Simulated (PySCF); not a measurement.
# C6H6ClNO: magnetic properties

Wanted: magnetic properties for C6H6ClNO (`C/C(=C/Cl)O/C=C/C#N`).

Programs: PySCF 2.14.0, with routines of our own; each step states its level. All values are computed. Atoms count from 0.

## Step 1: The system as given

15 atoms, charge 0, multiplicity 1; geometry from: GFN2-xTB.

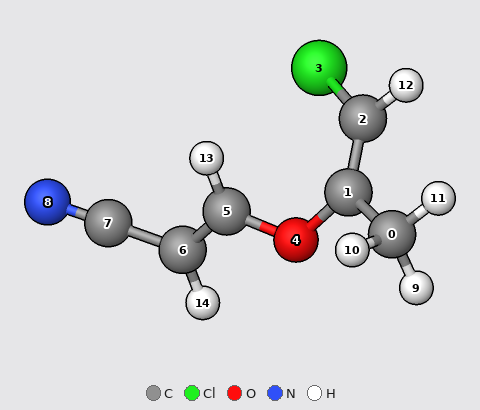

The starting geometry (carbon grey, chlorine green, oxygen red, nitrogen blue, hydrogen white).

## Step 2: Magnetic properties: GIAO KT3/pcSseg-1

The job: settings as JSON, then the geometry in Å.

```
{"job": {"kind": "mag", "xc": "KT3", "basis": "pcSseg-1", "isotopologues": 0}, "charge": 0, "multiplicity": 1}
C     -2.376101    -0.708148    -0.140675
C     -1.175532     0.184110    -0.060702
C     -1.201648     1.457549    -0.448504
Cl     0.110460     2.576924    -0.298202
O     -0.101144    -0.450926     0.504279
C      1.143193    -0.208914     0.045725
C      2.221255    -0.547304     0.762427
C      3.519773    -0.373599     0.263883
N      4.589982    -0.234844    -0.126607
H     -2.563627    -1.145563     0.837825
H     -2.184847    -1.522552    -0.838097
H     -3.250580    -0.155572    -0.464774
H     -2.094639     1.892217    -0.862795
H      1.231406     0.212761    -0.948635
H      2.127634    -0.968150     1.752939
```

With the program's defaults for keys left out, this is: GIAO KT3/pcSseg-1 magnetisability, rotational g tensor and spin-rotation constants, non-relativistic, gas phase.

Started as:

```sh
$ OMP_NUM_THREADS=1 python excited_run.py task.json out
```

One launch serves the whole session: the jobs run in the order shown.

Log:

```text
coarse grid: 14008 points
cycle   1  E = -830.8377652101  dE =  1.280e+00  |g| = 7.368e-01  |ddm| = 3.768e+00
cycle   2  E = -830.4414899896  dE =  3.963e-01  |g| = 1.469e+00  |ddm| = 2.086e+00
cycle   3  E = -830.9037910422  dE = -4.623e-01  |g| = 4.673e-01  |ddm| = 1.647e+00
cycle   4  E = -830.9540068661  dE = -5.022e-02  |g| = 1.100e-01  |ddm| = 3.801e-01
cycle   5  E = -830.9559036634  dE = -1.897e-03  |g| = 5.214e-02  |ddm| = 1.199e-01
cycle   6  E = -830.9563953755  dE = -4.917e-04  |g| = 2.009e-02  |ddm| = 5.016e-02
cycle   7  E = -830.9564846316  dE = -8.926e-05  |g| = 7.254e-03  |ddm| = 2.260e-02
cycle   8  E = -830.9564981200  dE = -1.349e-05  |g| = 2.033e-03  |ddm| = 8.340e-03
cycle   9  E = -830.9564991627  dE = -1.043e-06  |g| = 8.769e-04  |ddm| = 2.735e-03
final grid: 133432 points
cycle  10  E = -830.9878830340  dE = -2.368e-04  |g| = 2.493e-02  |ddm| = 7.235e-02
cycle  11  E = -830.9875724004  dE =  3.106e-04  |g| = 4.355e-02  |ddm| = 5.923e-02
cycle  12  E = -830.9879414834  dE = -3.691e-04  |g| = 1.257e-02  |ddm| = 4.904e-02
cycle  13  E = -830.9879782766  dE = -3.679e-05  |g| = 3.320e-03  |ddm| = 1.312e-02
cycle  14  E = -830.9879810793  dE = -2.803e-06  |g| = 6.725e-04  |ddm| = 3.374e-03
cycle  15  E = -830.9879812041  dE = -1.248e-07  |g| = 1.154e-04  |ddm| = 8.749e-04
cycle  16  E = -830.9879812071  dE = -3.002e-09  |g| = 6.272e-05  |ddm| = 1.859e-04
cycle  17  E = -830.9879812080  dE = -9.052e-10  |g| = 2.092e-05  |ddm| = 6.146e-05
converged SCF energy = -830.9879812080

Magnetisability tensor (1e-30 J/T^2)
    -1351.71      -68.69       54.69
      -68.69    -1323.92      -69.96
       54.69      -69.96    -1243.11
isotropic -1306.25   principal values   -1407.93  -1345.03  -1165.78
isotropic susceptibility -78.664 1e-6 cm^3/mol

Inertial axes            a          b          c
rot. const./GHz      2.0739     0.7903     0.5910
chi total           -78.801    -80.426    -76.766
chi diamagnetic    -658.900  -1560.519  -2035.664
chi paramagnetic    580.099   1480.094   1958.898
quadrupole/D A      -12.894      6.799      6.095
g nuclear            0.5417     0.5369     0.5335
g electronic        -0.5652    -0.5495    -0.5439
g total             -0.0235    -0.0127    -0.0104

Spin-rotation constants (kHz, H = +C I.J)
atom  isotope        aa         bb         cc
  3   35Cl        0.551      0.167      0.117
  8    14N        0.199      0.150      0.112
  9     1H       -0.226     -0.045     -0.014
 10     1H       -0.203     -0.049     -0.018
 11     1H        0.038     -0.077     -0.070
 12     1H        0.110     -0.073     -0.057
 13     1H       -0.174     -0.040      0.021
 14     1H       -0.216     -0.047      0.010
  0    13C*       0.301      0.114      0.095
  1    13C*       0.950      0.265      0.142
  2    13C*       0.737      0.205      0.118
  4    17O*      -0.578     -0.174     -0.097
  5    13C*       0.806      0.249      0.218
  6    13C*       0.556      0.154      0.140
  7    13C*       0.261      0.278      0.220
* in the singly substituted isotopologue
```

It took 44 s on 1 thread of Arm Neoverse V1, shared host; peak memory 0.73 GiB.

In short:

```
              quantity                      value
       magnetisability           -1306·10⁻³⁰ J/T²
  molar susceptibility         -78.7·10⁻⁶ cm³/mol
rotational g (a, b, c)  -0.0235, -0.0127, -0.0104
```

## Step 3: Magnetic properties: common gauge origin KT2/ANO-RCC-VDZP

The job, as its differences from that of step 2:

```diff
@@ -1,2 +1,2 @@
-{"job": {"kind": "mag", "xc": "KT3", "basis": "pcSseg-1", "isotopologues": 0}, "charge": 0, "multiplicity": 1}
+{"job": {"kind": "mag", "xc": "KT2", "basis": "ANO-RCC-VDZP", "scf": {"guess": "vsap"}, "gauge": [0, 0, 0]}, "charge": 0, "multiplicity": 1}
 C     -2.376101    -0.708148    -0.140675
```

With the program's defaults for keys left out, this is: common gauge origin KT2/ANO-RCC-VDZP magnetisability, rotational g tensor and spin-rotation constants, non-relativistic, gas phase.

Log:

```text
final grid: 133432 points
cycle   1  E = -807.7949892604  dE =  2.181e+01  |g| = 7.589e+00  |ddm| = 1.937e+01
cycle   2  E = -690.1730940441  dE =  1.176e+02  |g| = 1.801e+01  |ddm| = 2.430e+01
cycle   3  E = -794.9119575363  dE = -1.047e+02  |g| = 9.184e+00  |ddm| = 1.355e+01
cycle   4  E = -829.2648970994  dE = -3.435e+01  |g| = 3.012e+00  |ddm| = 1.156e+01
cycle   5  E = -825.2667536922  dE =  3.998e+00  |g| = 3.994e+00  |ddm| = 6.523e+00
cycle   6  E = -830.9838396297  dE = -5.717e+00  |g| = 1.541e+00  |ddm| = 5.657e+00
cycle   7  E = -831.5666899563  dE = -5.829e-01  |g| = 6.755e-01  |ddm| = 2.241e+00
cycle   8  E = -831.6480738823  dE = -8.138e-02  |g| = 3.975e-01  |ddm| = 1.032e+00
cycle   9  E = -831.6818675210  dE = -3.379e-02  |g| = 1.066e-01  |ddm| = 5.000e-01
cycle  10  E = -831.6844360149  dE = -2.568e-03  |g| = 4.554e-02  |ddm| = 1.391e-01
cycle  11  E = -831.6849231100  dE = -4.871e-04  |g| = 1.302e-02  |ddm| = 5.624e-02
cycle  12  E = -831.6849593375  dE = -3.623e-05  |g| = 6.502e-03  |ddm| = 1.927e-02
cycle  13  E = -831.6849679169  dE = -8.579e-06  |g| = 2.699e-03  |ddm| = 7.286e-03
cycle  14  E = -831.6849697081  dE = -1.791e-06  |g| = 7.523e-04  |ddm| = 4.103e-03
cycle  15  E = -831.6849698495  dE = -1.415e-07  |g| = 4.129e-04  |ddm| = 1.366e-03
cycle  16  E = -831.6849698789  dE = -2.933e-08  |g| = 2.314e-04  |ddm| = 5.647e-04
cycle  17  E = -831.6849698934  dE = -1.448e-08  |g| = 2.837e-05  |ddm| = 2.585e-04
cycle  18  E = -831.6849698935  dE = -1.151e-10  |g| = 1.805e-05  |ddm| = 5.218e-05
converged SCF energy = -831.6849698935

Magnetisability tensor (1e-30 J/T^2)
    -5746.52    -1472.59      455.01
    -1472.59    -7356.20     -497.44
      455.01     -497.44   -10827.58
isotropic -7976.77   principal values  -10910.80  -8215.54  -4803.96
isotropic susceptibility -480.372 1e-6 cm^3/mol

Inertial axes            a          b          c
rot. const./GHz      2.0739     0.7903     0.5910
chi total          -308.791   -476.219   -656.106
chi diamagnetic    -658.344  -1559.831  -2034.720
chi paramagnetic    349.553   1083.612   1378.614
quadrupole/D A      -12.600      6.870      5.730
g nuclear            0.5417     0.5369     0.5335
g electronic        -0.3406    -0.4023    -0.3827
g total              0.2011     0.1345     0.1507

Spin-rotation constants (kHz, H = +C I.J)
atom  isotope        aa         bb         cc
  3   35Cl        0.615      0.132      0.116
  8    14N        0.189      0.168      0.123
  9     1H       -0.125     -0.051      0.027
 10     1H       -0.042     -0.098     -0.036
 11     1H       -0.248      0.186      0.035
 12     1H       -0.291      0.211      0.021
 13     1H       -0.757     -0.310     -0.305
 14     1H       -0.125     -0.136     -0.080
  0    13C*       0.218      0.105      0.080
  1    13C*       0.729      0.244      0.074
  2    13C*       0.402      0.227      0.049
  4    17O*      -0.491     -0.142     -0.068
  5    13C*       0.640      0.157      0.123
  6    13C*       0.486      0.076      0.073
  7    13C*       0.198      0.218      0.169
* in the singly substituted isotopologue
```

Wall time 1.9 min (1 thread of Arm Neoverse V1, shared host); peak memory 0.67 GiB.

The run ended normally, but its values are not to be used for the molecule: a common gauge origin replaces GIAOs, so the magnetic properties depend on where the origin lies.

## Step 4: Summary of results

```
                                          quantity                               value
       magnetisability (step 2, GIAO KT3/pcSseg-1)                    -1306·10⁻³⁰ J/T²
  molar susceptibility (step 2, GIAO KT3/pcSseg-1)                  -78.7·10⁻⁶ cm³/mol
rotational g (a, b, c) (step 2, GIAO KT3/pcSseg-1)           -0.0235, -0.0127, -0.0104
                                              runs  0 failed, 1 ended on unsound input
```

**Reading.** The values above hold for this geometry and these levels alone. Vibrational averaging and real surroundings are missing from these values.
